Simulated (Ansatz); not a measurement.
## Electronic structure of AlH6NO2 in real space

Input file:

```
crystal:
  periodic: [false, false, false]
  atoms:
    - { symbol: Al, position_ang: [0.037174, -0.405747, 0.113973] }
    - { symbol: H, position_ang: [-0.226139, -0.303121, 1.651109] }
    - { symbol: O, position_ang: [1.628277, -0.517734, -0.445873] }
    - { symbol: H, position_ang: [1.864689, -0.590576, -1.358201] }
    - { symbol: O, position_ang: [-1.217403, -0.400112, -1.025074] }
    - { symbol: H, position_ang: [-2.140029, -0.426558, -0.828274] }
    - { symbol: "N", position_ang: [0.03887, 2.476854, 1.306131] }
    - { symbol: H, position_ang: [0.957036, 2.516521, 0.908337] }
    - { symbol: H, position_ang: [-0.651836, 2.629385, 0.597399] }
    - { symbol: H, position_ang: [-0.105838, 1.567387, 1.756873] }
basis:
  gaussian: { orbitals: "6-31G*" }
hamiltonian:
  xc: hf
relax:
  f_tol: 0.03
  max_steps: 50
output:
  orbitals: {}
```

Command:

```sh
ansatz run input.yaml --threads 1 --pin off --max-ram 2048MiB --backend cpu --events-out ev --progress --plain --runs-dir out
```

The fields are those of the run's last geometry, not of the input's.

The calculation used Ansatz 0.2.0, RHF/6-31G*.

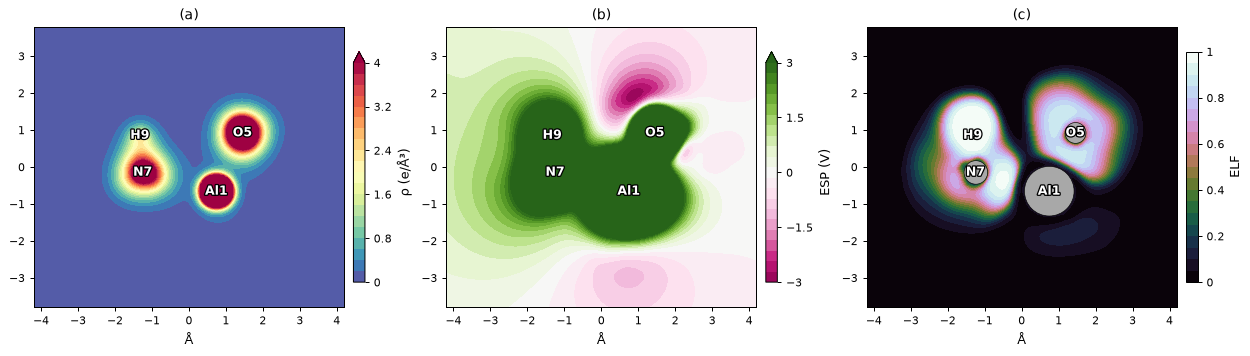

Figure 1. (a) electron density; (b) molecular electrostatic potential; (c) electron localisation function on the plane of atoms O5, Al1 and N7. Grey discs cover the atomic cores in the ELF map.

### Describe what can be read from this map.

The section cuts through Al, O, N and H sites.
Al–O (1.73 Å): ρ is about 0.81 e/Å³ halfway; the ELF peaks at about 0.90 in the valence shell of O, 0.6 Å from its nucleus, and is about 0.45 at the midpoint.
Al–N (2.05 Å): the density is about 0.47 e/Å³ at the midpoint; the ELF peaks at about 0.95 between the atoms, as expected for a shared but strongly polarised pair.
N–H (1.01 Å): ρ is about 2.9 e/Å³ halfway; the ELF climbs to about 1 towards the hydrogen, as it does in any bond to H: a covalent bond by its length.
The ELF also peaks beside O5, away from the bonds: lone-pair regions.
Outside the dense part of the molecule the potential is most negative (−2.9 V) near O5.

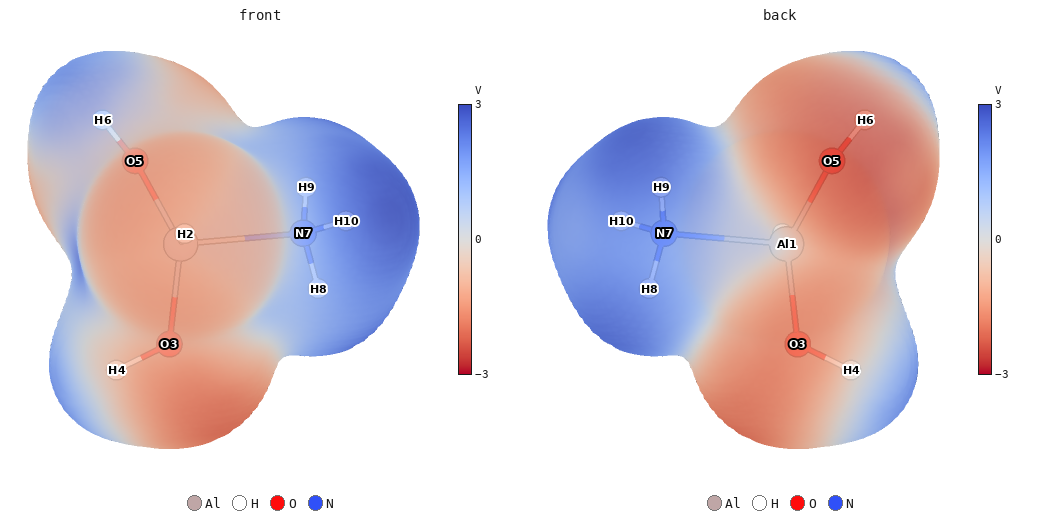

Figure 2. The molecular electrostatic potential painted on the density surface at 0.002 e/bohr³, seen from the front and from behind; the colour scale runs from red (negative) to blue (positive).

### Describe the electrostatic potential map.

The most negative region (about −2.3 V) lies over O5, the most positive (about +2.8 V) over H10. O5 is the likeliest acceptor of a hydrogen bond.

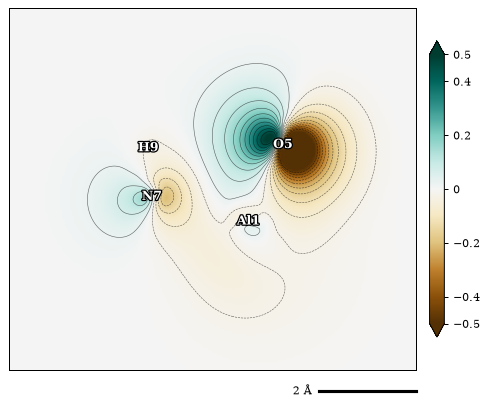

Figure 3. The HOMO−1 on the plane of atoms Al1, N7 and H9 (values in Å⁻³ᐟ²; the overall sign is arbitrary).

### Describe this orbital and give its energy.

By Hirshfeld shares it lies mainly on O5 (about 55 %) and O3 (about 30 %). Its energy is −11.95 eV.

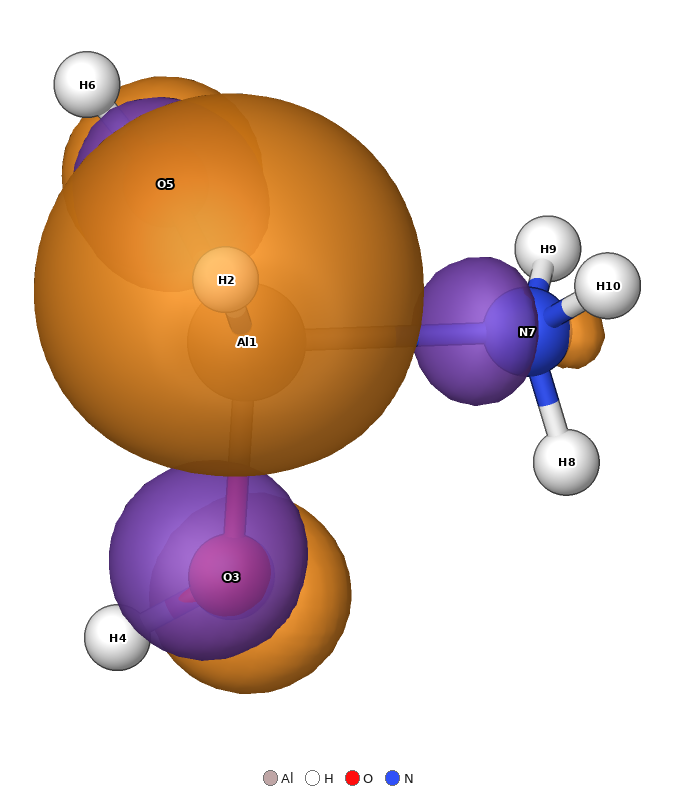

Figure 4. The HOMO at ±0.1 Å⁻³ᐟ² (orange and purple are the two phases), seen across its widest extent.

### Where does this orbital lie, and at what energy?

It lies mainly on H2 (about 45 %), Al1 (about 25 %), O3 (about 10 %) and O5 (about 10 %). Its energy is −10.75 eV.
